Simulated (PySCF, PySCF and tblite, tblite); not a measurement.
# C₄H₂F₄O: telling isomers apart by computed NMR, part 2 of 2

PySCF and tblite. Atoms count from 0.

### 10 Single-point energy, isomer B, conformer 2: B3LYP/def2-SVP in tetrahydrofuran

Job settings and geometry (Å):

```
{"job": {"xc": "B3LYP", "basis": "def2-SVP", "solvent": "tetrahydrofuran", "kind": "sp"}, "charge": 0, "multiplicity": 1}
O     -2.776169    -0.849172    -0.128818
C     -1.590900    -0.710315    -0.064128
C     -0.920263     0.623195    -0.081428
F     -1.755358     1.654892    -0.172917
C      0.390454     0.867125    -0.016343
C      1.431037    -0.204414     0.088662
F      1.408425    -1.051602    -0.954441
F      2.657884     0.314460     0.138918
F      1.283299    -0.963092     1.188157
H     -0.890653    -1.557789     0.013871
H      0.767669     1.879382    -0.037498
```

The log of the run:

```text
coarse grid: 11016 points
cycle   1  E = -627.3223161088  dE =  1.593e+00  |g| = 1.273e+00  |ddm| = 3.824e+00
cycle   2  E = -626.5428547364  dE =  7.795e-01  |g| = 2.409e+00  |ddm| = 4.083e+00
cycle   3  E = -627.6000817312  dE = -1.057e+00  |g| = 2.869e-01  |ddm| = 3.173e+00
cycle   4  E = -627.6145768403  dE = -1.450e-02  |g| = 1.168e-01  |ddm| = 3.574e-01
cycle   5  E = -627.6169842165  dE = -2.407e-03  |g| = 1.975e-02  |ddm| = 1.145e-01
cycle   6  E = -627.6170683177  dE = -8.410e-05  |g| = 6.243e-03  |ddm| = 2.254e-02
cycle   7  E = -627.6170750112  dE = -6.694e-06  |g| = 1.998e-03  |ddm| = 6.201e-03
final grid: 113200 points
cycle   8  E = -627.7109953023  dE = -3.193e-05  |g| = 8.594e-03  |ddm| = 3.651e-02
cycle   9  E = -627.7109643993  dE =  3.090e-05  |g| = 1.553e-02  |ddm| = 2.029e-02
cycle  10  E = -627.7110078879  dE = -4.349e-05  |g| = 1.635e-03  |ddm| = 1.457e-02
cycle  11  E = -627.7110083833  dE = -4.954e-07  |g| = 2.165e-04  |ddm| = 1.705e-03
cycle  12  E = -627.7110083893  dE = -6.047e-09  |g| = 1.037e-04  |ddm| = 2.719e-04
cycle  13  E = -627.7110083915  dE = -2.201e-09  |g| = 3.411e-05  |ddm| = 1.193e-04
cycle  14  E = -627.7110083918  dE = -2.656e-10  |g| = 8.534e-06  |ddm| = 3.584e-05
converged SCF energy = -627.7110083918
```

Wall time 15 s (1 thread of AMD EPYC, shared host).

In short: HOMO -7.93 eV, LUMO -2.69 eV; dipole 2.26 D.

### 11 Boltzmann average, isomer B: properties at mPW1PW91/pcSseg-1 in tetrahydrofuran

Job settings and geometry (Å):

```
{"job": {"study": "conf", "smiles": "O=C/C(F)=C\\C(F)(F)F", "search": {"seed": 1503, "n_embed": 60, "ff_keep": 14, "window": 2.5, "nmax": 6, "temps": [250, 298.15, 350], "t_ref": 298.15, "order": 0.0005}, "level": {"nmr": {"xc": "mPW1PW91", "basis": "pcSseg-1", "solvent": "tetrahydrofuran"}, "sp": {"xc": "B3LYP", "basis": "def2-SVP", "solvent": "tetrahydrofuran"}}, "kind": "conf"}, "charge": 0, "multiplicity": 1}
O     -2.776169    -0.849172    -0.128818
C     -1.590900    -0.710315    -0.064128
C     -0.920263     0.623195    -0.081428
F     -1.755358     1.654892    -0.172917
C      0.390454     0.867125    -0.016343
C      1.431037    -0.204414     0.088662
F      1.408425    -1.051602    -0.954441
F      2.657884     0.314460     0.138918
F      1.283299    -0.963092     1.188157
H     -0.890653    -1.557789     0.013871
H      0.767669     1.879382    -0.037498
```

The log of the run:

```text
conformer  sym    E(xTB)   E(DFT)   G(298.15 K)  weight  dipole/D
    1     Cs      0.000    0.817    0.913   0.1764    3.310
    2     Cs      1.185    0.000    0.000   0.8236    2.256

mean shielding (ppm) by class
class atoms           250 K   298.15 K      350 K
  0 O  0           -344.876   -345.288   -345.653
  1 C  1             -4.279     -4.398     -4.503
  2 C  2             15.431     15.504     15.568
  3 F  3             292.06    291.968    291.886
  4 C  4             59.911     60.164     60.389
  5 C  5             54.185     54.222     54.255
  6 F  6,7,8        238.473    238.744    238.984
  7 H  9             21.743     21.751     21.758
  8 H  10            24.656     24.681     24.703
```

Run time: 1.8 min. Hardware: 1 thread of AMD EPYC, shared host. This counts the runs that the step sums up.

The search (ETKDG and KDG, MMFF94s, GFN2-xTB) embedded 60 structures, kept 2 distinct ones after the force field and 2 after xTB; 2 were carried on (window 2.5 kcal/mol at the search's own energies). Energies: B3LYP/def2-SVP in tetrahydrofuran with D3(BJ).

Conformer by conformer (298 K):

| no. | group | mirror pair | ΔE xTB | ΔE DFT | ΔG | weight (%) | μ (D) | O0–C1–C2–F3 (°) | A, B, C (GHz) |
| --- | --- | --- | --- | --- | --- | --- | --- | --- | --- |
| 1 | Cs | no | 0.00 | 0.82 | 0.91 | 17.6 | 3.31 | 180 | 2.57, 1.25, 0.99 |
| 2 | Cs | no | 1.19 | 0.00 | 0.00 | 82.4 | 2.26 | 0 | 3.00, 1.01, 0.87 |

Energies in kcal/mol. ΔG holds xTB vibrations and rotation, symmetry numbers and mirror pairs.

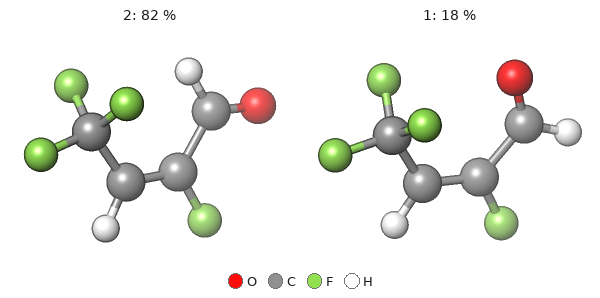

The conformers with their weights.

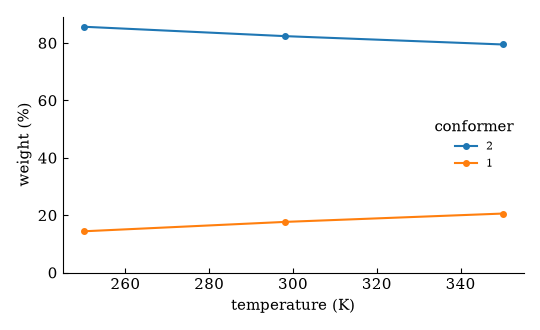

Weights against temperature.

Other ways of weighting, at the same temperature:

| scheme | 2 | 1 | mean μ (D) |
| --- | --- | --- | --- |
| DFT free energy | 82 | 18 | 2.44 |
| DFT energy, symmetry counted | 80 | 20 | 2.47 |
| DFT energy alone | 80 | 20 | 2.47 |
| xTB energy, symmetry counted | 12 | 88 | 3.18 |
| xTB free energy | 14 | 86 | 3.17 |
| lowest conformer only | 100 | 0 | 2.26 |
| equal weights | 50 | 50 | 2.78 |

Shifts against references run at the same level (¹³C TMS 186.8, ¹H TMS 31.74 ppm of shielding), by class of atoms, at 298 K:

| atoms | environment | no. 2 | no. 1 | average |
| --- | --- | --- | --- | --- |
| C1 | aldehyde carbonyl carbon | 190.6 | 194.2 | 191.2 |
| C2 | α carbon of a C=C–C=O unit | 171.7 | 169.5 | 171.3 |
| C5 | CF3 carbon | 132.8 | 131.7 | 132.6 |
| C4 | β carbon of a C=C–C=O unit | 128.0 | 120.3 | 126.7 |
| H9 | hydrogen on an aldehyde carbonyl carbon | 10.04 | 9.79 | 9.99 |
| H10 | hydrogen on a β carbon of a C=C–C=O unit | 7.20 | 6.45 | 7.06 |
| O0 | aldehyde oxygen | -343.1 (σ) | -355.6 (σ) | -345.3 (σ) |
| F6, F7, F8 | fluorine of a CF3 group | 237.3 (σ) | 245.6 (σ) | 238.7 (σ) |
| F3 | vinylic fluorine | 292.5 (σ) | 289.6 (σ) | 292.0 (σ) |

Effective distances for nuclear Overhauser effects, ⟨r⁻⁶⟩^(−1/6) over all pairs of two classes (Å): H9···H10 3.87.

### 12 Shieldings, isomer A, conformer 1: KT3/cc-pVDZ

Job settings and geometry (Å):

```
{"job": {"xc": "KT3", "basis": "cc-pVDZ", "kind": "nmr", "pop": false}, "charge": 0, "multiplicity": 1}
O      2.463556    -0.343129     1.125311
C      2.153072     0.118665     0.064200
C      0.735005     0.219648    -0.372969
F      0.588271     0.756590    -1.574620
C     -0.296465    -0.187265     0.364221
C     -1.749848    -0.120572    -0.002639
F     -1.972003     0.406806    -1.200122
F     -2.417449     0.611206     0.897923
F     -2.283192    -1.348393     0.010001
H      2.877065     0.506019    -0.676261
H     -0.092587    -0.616905     1.338992
```

The log of the run:

```text
coarse grid: 11016 points
cycle   1  E = -635.9616639310  dE =  1.687e+00  |g| = 1.441e+00  |ddm| = 6.689e+00
cycle   2  E = -632.6699050309  dE =  3.292e+00  |g| = 3.605e+00  |ddm| = 6.281e+00
cycle   3  E = -635.7522382075  dE = -3.082e+00  |g| = 1.387e+00  |ddm| = 5.256e+00
cycle   4  E = -636.3120455702  dE = -5.598e-01  |g| = 2.701e-01  |ddm| = 2.115e+00
cycle   5  E = -636.2771386138  dE =  3.491e-02  |g| = 4.442e-01  |ddm| = 9.609e-01
cycle   6  E = -636.3287169436  dE = -5.158e-02  |g| = 7.638e-02  |ddm| = 6.874e-01
cycle   7  E = -636.3300700333  dE = -1.353e-03  |g| = 2.561e-02  |ddm| = 1.512e-01
cycle   8  E = -636.3302017293  dE = -1.317e-04  |g| = 1.063e-02  |ddm| = 4.838e-02
cycle   9  E = -636.3302255486  dE = -2.382e-05  |g| = 1.495e-03  |ddm| = 1.630e-02
cycle  10  E = -636.3302258722  dE = -3.236e-07  |g| = 1.103e-03  |ddm| = 3.322e-03
final grid: 113200 points
cycle  11  E = -636.3690882537  dE = -4.625e-05  |g| = 3.402e-02  |ddm| = 1.131e-01
cycle  12  E = -636.3685339621  dE =  5.543e-04  |g| = 6.481e-02  |ddm| = 1.211e-01
cycle  13  E = -636.3692425641  dE = -7.086e-04  |g| = 1.262e-02  |ddm| = 8.745e-02
cycle  14  E = -636.3692762644  dE = -3.370e-05  |g| = 1.511e-03  |ddm| = 1.614e-02
cycle  15  E = -636.3692766969  dE = -4.325e-07  |g| = 4.737e-04  |ddm| = 2.710e-03
cycle  16  E = -636.3692767431  dE = -4.618e-08  |g| = 1.826e-04  |ddm| = 9.246e-04
cycle  17  E = -636.3692767510  dE = -7.935e-09  |g| = 6.576e-05  |ddm| = 3.395e-04
cycle  18  E = -636.3692767520  dE = -1.011e-09  |g| = 1.113e-05  |ddm| = 1.075e-04
cycle  19  E = -636.3692767520  dE = -2.819e-11  |g| = 3.722e-06  |ddm| = 2.116e-05
converged SCF energy = -636.3692767520

GIAO shielding tensors (ppm)
atom      isotropic    diamagn.    paramagn.     s11        s22        s33       span
  0 O     -256.119     402.341    -658.460   -811.076   -337.186    379.904   1190.980
  1 C       27.333     252.227    -224.894    -44.846     23.521    103.324    148.171
  2 C       48.706     253.752    -205.046    -15.637     67.296     94.459    110.096
  3 F      296.469     475.024    -178.555    184.174    282.504    422.728    238.554
  4 C       96.338     261.690    -165.353     25.961    100.223    162.830    136.869
  5 C       71.556     249.789    -178.234     62.943     75.160     76.564     13.621
  6 F      273.841     475.862    -202.021    204.904    271.400    345.217    140.313
  7 F      250.993     472.312    -221.320    181.222    243.452    328.304    147.081
  8 F      251.035     472.306    -221.270    181.277    243.462    328.367    147.090
  9 H       22.306      27.454      -5.148     21.136     21.270     24.512      3.376
 10 H       26.205      34.902      -8.697     23.977     25.490     29.148      5.170
```

It took 42 s on 1 thread of AMD EPYC, shared host.

Key values: HOMO -6.79 eV, LUMO -3.48 eV; dipole 1.12 D.

### 13 Single-point energy, isomer A, conformer 1: revPBE/6-311G**

The job, as its differences from that of step 12:

```diff
@@ -1,2 +1,2 @@
-{"job": {"xc": "KT3", "basis": "cc-pVDZ", "kind": "nmr", "pop": false}, "charge": 0, "multiplicity": 1}
+{"job": {"xc": "revPBE", "basis": "6-311G**", "kind": "sp"}, "charge": 0, "multiplicity": 1}
 O      2.463556    -0.343129     1.125311
```

The log of the run:

```text
coarse grid: 11016 points
cycle   1  E = -627.8626325019  dE =  1.588e+00  |g| = 1.269e+00  |ddm| = 3.057e+00
cycle   2  E = -626.4200804433  dE =  1.443e+00  |g| = 2.990e+00  |ddm| = 4.887e+00
cycle   3  E = -628.0678691799  dE = -1.648e+00  |g| = 5.534e-01  |ddm| = 4.311e+00
cycle   4  E = -628.1261118113  dE = -5.824e-02  |g| = 1.730e-01  |ddm| = 5.682e-01
cycle   5  E = -628.1304688834  dE = -4.357e-03  |g| = 6.207e-02  |ddm| = 1.616e-01
cycle   6  E = -628.1311656906  dE = -6.968e-04  |g| = 3.317e-02  |ddm| = 7.554e-02
cycle   7  E = -628.1314300958  dE = -2.644e-04  |g| = 9.821e-03  |ddm| = 2.811e-02
cycle   8  E = -628.1314508317  dE = -2.074e-05  |g| = 2.552e-03  |ddm| = 8.442e-03
cycle   9  E = -628.1314520192  dE = -1.188e-06  |g| = 9.315e-04  |ddm| = 2.475e-03
final grid: 113200 points
cycle  10  E = -628.1621535593  dE = -6.677e-05  |g| = 1.830e-02  |ddm| = 3.932e-02
cycle  11  E = -628.1616392744  dE =  5.143e-04  |g| = 5.406e-02  |ddm| = 5.795e-02
cycle  12  E = -628.1622125523  dE = -5.733e-04  |g| = 3.601e-03  |ddm| = 4.813e-02
cycle  13  E = -628.1622148713  dE = -2.319e-06  |g| = 1.136e-03  |ddm| = 4.045e-03
cycle  14  E = -628.1622150246  dE = -1.533e-07  |g| = 6.044e-04  |ddm| = 1.269e-03
cycle  15  E = -628.1622151090  dE = -8.434e-08  |g| = 1.926e-04  |ddm| = 5.732e-04
cycle  16  E = -628.1622151169  dE = -7.899e-09  |g| = 2.869e-05  |ddm| = 1.349e-04
cycle  17  E = -628.1622151170  dE = -1.485e-10  |g| = 1.094e-05  |ddm| = 2.595e-05
converged SCF energy = -628.1622151170
```

It took 36 s on 1 thread of AMD EPYC, shared host.

In short: HOMO -6.65 eV, LUMO -3.56 eV; dipole 1.15 D.

### 14 Boltzmann average, isomer A: properties at KT3/cc-pVDZ

Job settings and geometry (Å):

```
{"job": {"study": "conf", "smiles": "O=C/C(F)=C/C(F)(F)F", "search": {"seed": 1503, "n_embed": 60, "ff_keep": 14, "window": 2.5, "nmax": 6, "temps": [250, 298.15, 350], "t_ref": 298.15, "order": 0.0005}, "level": {"nmr": {"xc": "KT3", "basis": "cc-pVDZ"}, "sp": {"xc": "revPBE", "basis": "6-311G**"}, "alter": {"geometry": "GFN1-xTB"}, "change": "KT3/cc-pVDZ; energies revPBE/6-311G**; GFN1-xTB geometries"}, "kind": "conf"}, "charge": 0, "multiplicity": 1}
O      2.463556    -0.343129     1.125311
C      2.153072     0.118665     0.064200
C      0.735005     0.219648    -0.372969
F      0.588271     0.756590    -1.574620
C     -0.296465    -0.187265     0.364221
C     -1.749848    -0.120572    -0.002639
F     -1.972003     0.406806    -1.200122
F     -2.417449     0.611206     0.897923
F     -2.283192    -1.348393     0.010001
H      2.877065     0.506019    -0.676261
H     -0.092587    -0.616905     1.338992
```

The log of the run:

```text
conformer  sym    E(xTB)   E(DFT)   G(298.15 K)  weight  dipole/D
    1     Cs      0.000    0.000    0.000   1.0000    1.152

mean shielding (ppm) by class
class atoms           250 K   298.15 K      350 K
  0 O  0           -256.119   -256.119   -256.119
  1 C  1             27.333     27.333     27.333
  2 C  2             48.706     48.706     48.706
  3 F  3            296.469    296.469    296.469
  4 C  4             96.338     96.338     96.338
  5 C  5             71.556     71.556     71.556
  6 F  6,7,8        258.623    258.623    258.623
  7 H  9             22.306     22.306     22.306
  8 H  10            26.205     26.205     26.205
```

It took 78 s on 1 thread of AMD EPYC, shared host. This counts the runs that the step sums up.

Against the first level, at 298 K (shieldings, ppm; largest changes first):

| atoms | mPW1PW91/pcSseg-1 in tetrahydrofuran | KT3/cc-pVDZ | change |
| --- | --- | --- | --- |
| O0 | -326.4 | -256.1 | +70.3 |
| C1 | -9.2 | 27.3 | +36.6 |
| C2 | 20.7 | 48.7 | +28.0 |
| C4 | 74.5 | 96.3 | +21.9 |
| C5 | 54.3 | 71.6 | +17.2 |
| F6, F7, F8 | 248.6 | 258.6 | +10.0 |
| H10 | 25.42 | 26.20 | +0.79 |
| F3 | 296.9 | 296.5 | -0.4 |
| H9 | 21.98 | 22.31 | +0.33 |

Weights: from B3LYP/def2-SVP in tetrahydrofuran energies 1: 100 %; from revPBE/6-311G** energies 1: 100 % (with a dispersion term where the level has one and the same thermal terms, so they don't follow from the SCF energies alone). Times: 67 s and 78 s.

### 15 The test of assignment

Job settings and geometry (Å):

```
{"job": {"study": "set", "relation": "E/Z isomers", "members": [{"smiles": "[O:1]=[CH:2]/[C:3]([F:4])=[CH:5]/[C:6]([F:7])([F:8])[F:9]"}, {"smiles": "[O:1]=[CH:2]/[C:3]([F:4])=[CH:5]\\[C:6]([F:7])([F:8])[F:9]"}], "charge": 0, "search": {"seed": 1503, "n_embed": 60, "ff_keep": 14, "window": 2.5, "nmax": 6, "temps": [250, 298.15, 350], "t_ref": 298.15, "order": 0.0005}, "level": {"nmr": {"xc": "mPW1PW91", "basis": "pcSseg-1", "solvent": "tetrahydrofuran"}, "sp": {"xc": "B3LYP", "basis": "def2-SVP", "solvent": "tetrahydrofuran"}}, "dp4": {"C": [2.0, 10], "H": [0.12, 10]}, "second_levels": [{"nmr": {"xc": "KT3", "basis": "cc-pVDZ"}, "wide": true, "sp": {"xc": "revPBE", "basis": "6-311G**"}, "alter": {"geometry": "GFN1-xTB"}, "change": "KT3/cc-pVDZ; energies revPBE/6-311G**; GFN1-xTB geometries"}], "kind": "set"}, "charge": 0, "multiplicity": 1}
O      2.480338    -0.343682     1.128939
C      2.150988     0.114188     0.073591
C      0.737278     0.222467    -0.378887
F      0.598215     0.762897    -1.587116
C     -0.290177    -0.186759     0.363970
C     -1.743666    -0.121077    -0.000538
F     -1.990189     0.404702    -1.198237
F     -2.427203     0.608704     0.896420
F     -2.293180    -1.346712     0.010346
H      2.868064     0.502320    -0.669209
H     -0.085043    -0.614377     1.334757
```

The log of the run:

```text
isomer  G rel   conformers  SMILES
A     0.000      1   O=C/C(F)=C/C(F)(F)F
B     2.293      2   O=C/C(F)=C\C(F)(F)F

signals of isomer A at the second level: probabilities [1.0, 0.0]
```

Wall time 4.3 min (1 thread of AMD EPYC, shared host). This counts the whole study up to here.

The 2 candidates (E/Z isomers), with energies and dipoles from their ensembles above, at 298 K; shieldings at mPW1PW91/pcSseg-1 in tetrahydrofuran:

| isomer | SMILES | conformers | ΔE | ΔG | μ rms (D) |
| --- | --- | --- | --- | --- | --- |
| A | O=C/C(F)=C/C(F)(F)F | 1 | 0.00 | 0.00 | 1.58 |
| B | O=C/C(F)=C\C(F)(F)F | 2 | 2.08 | 2.29 | 2.48 |

Energies in kcal/mol.

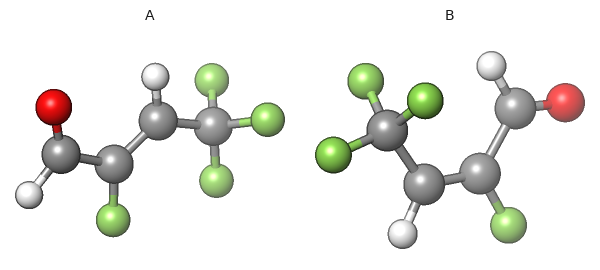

The leading conformer of each candidate.

The signals of isomer A, computed at a second level (KT3/cc-pVDZ on GFN1-xTB geometries), stand in for a spectrum. The test takes 4 C values, 2 H values (hydrogens on carbon alone). Each candidate's shieldings are matched to them by assigned atoms (like hydrogens of one group may swap) by a straight-line fit, or by a shift alone where signals are few or close (slope 1; a small slope inflates the errors), and the errors are weighed by Student-t tails (C: width 2.0 ppm, H: width 0.12 ppm).

| candidate | C slope | C mean error | C largest | H slope | H mean error | H largest | P(C) | P(H) | P(all) |
| --- | --- | --- | --- | --- | --- | --- | --- | --- | --- |
| A | 1.23 | 2.8 | 5.0 | 1.00 | 0.23 | 0.23 | 100.0 | 99.9 | 100.0 |
| B | 1.00 | 6.1 | 12.2 | 1.00 | 0.48 | 0.48 | 0.0 | 0.1 | 0.0 |

Errors in ppm, probabilities in per cent.

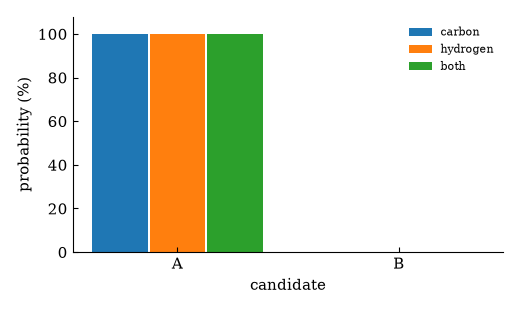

Probabilities for the signals of isomer A.

### 16 Results

What follows sums up all 2 parts.

| quantity | value |
| --- | --- |
| conformers, isomer A | 1; the first in weight is no. 1 (Cs), 100 % at 298 K |
| root-mean-square dipole, isomer A | 1.58 D |
| averaged ¹³C shifts, isomer A (mPW1PW91/pcSseg-1 in tetrahydrofuran) | 196.1, 166.1, 132.5, 112.4 ppm |
| averaged ¹H shifts, isomer A (mPW1PW91/pcSseg-1 in tetrahydrofuran) | 9.76, 6.33 ppm |
| conformers, isomer B | 2; the first in weight is no. 2 (Cs), 82 % at 298 K |
| root-mean-square dipole, isomer B | 2.48 D |
| averaged ¹³C shifts, isomer B (mPW1PW91/pcSseg-1 in tetrahydrofuran) | 191.2, 171.3, 132.6, 126.7 ppm |
| averaged ¹H shifts, isomer B (mPW1PW91/pcSseg-1 in tetrahydrofuran) | 9.99, 7.06 ppm |
| lowest in free energy | isomer A |
| signals of A (KT3/cc-pVDZ on GFN1-xTB geometries) | best fit A, 100 % |

**Reading.** The search found one conformer for isomer A in the window, so the averages are its own values. At 298 K conformer 2 holds 82 % of the ensemble for isomer B (86 % at 250 K, 79 % at 350 K). xTB puts no. 1 lowest, DFT no. 2. Among conformers of isomer B over 5 %, C4 differs by 7.7 ppm, while the average moves by 0.5 ppm from 250 to 350 K. Going from mPW1PW91/pcSseg-1 in tetrahydrofuran to KT3/cc-pVDZ moves O0 of isomer A most, by 70.3 ppm of raw shielding (the geometries differ too). The test names the right isomer, A, with 100 %. The stand-in spectrum is computed, so it shares conformers and some errors with the candidates; a measured one would test harder.
